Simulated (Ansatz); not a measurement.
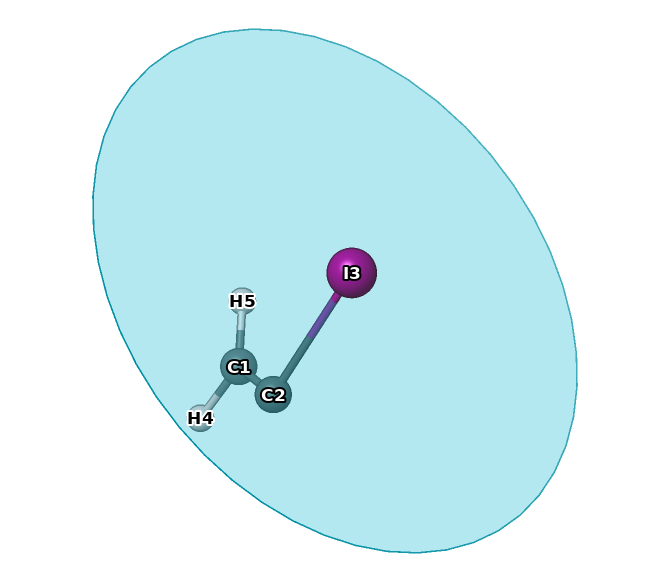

A disc through the centre of mass is drawn in. Distant atoms are faded towards the background colour. Charge −1, singlet. The geometry was computed by an optimisation with PBE-D4/def2-SVPD. No frequency run is at hand to confirm it as a minimum.

> Is the plane of the disc a mirror plane of the structure?

No. The point group is Cs, with 1 mirror plane, and this plane isn't one of its mirror planes.
